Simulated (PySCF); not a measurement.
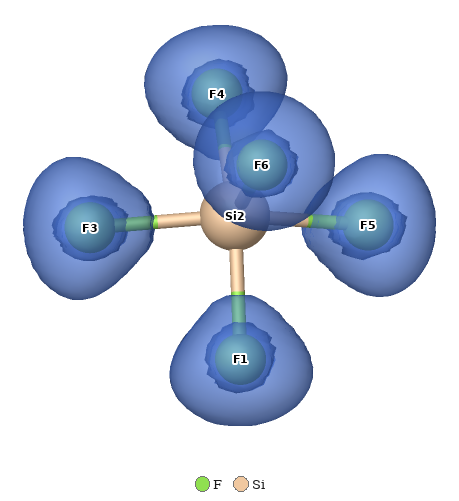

Figure 1: F5Si (charge −1). Isosurface of the ELF at 0.75 (blue), seen at a tilt. Core shells and regions of very low density are left out.

Geometry: B3LYP-D3(BJ)/def2-SVP; a saddle point, not a minimum.

Method: PBE0/pcSseg-1, SCF density, gas phase, non-relativistic in PySCF 2.14.0.

```yaml
atoms:
  - { symbol: F, position_ang: [-0.5871, 1.5744, -0.0684] }
  - { symbol: Si, position_ang: [0.0152, 0.0135, -0.0291] }
  - { symbol: F, position_ang: [1.4308, 0.6564, 0.5891] }
  - { symbol: F, position_ang: [0.9321, -1.2717, -0.5839] }
  - { symbol: F, position_ang: [-1.0978, -0.3645, -1.2205] }
  - { symbol: F, position_ang: [-0.6931, -0.6081, 1.3128] }
```

Question: Where are the electrons localised?

Answer: At this value the surface marks out five regions wrapped around F (its lone pairs, merged into a ring or cap).

Values along the shortest contacts:
Si–F (1.64 Å): the ELF peaks at about 0.85 in the valence shell of F, 0.6 Å from its nucleus, and is about 0.55 at the midpoint.
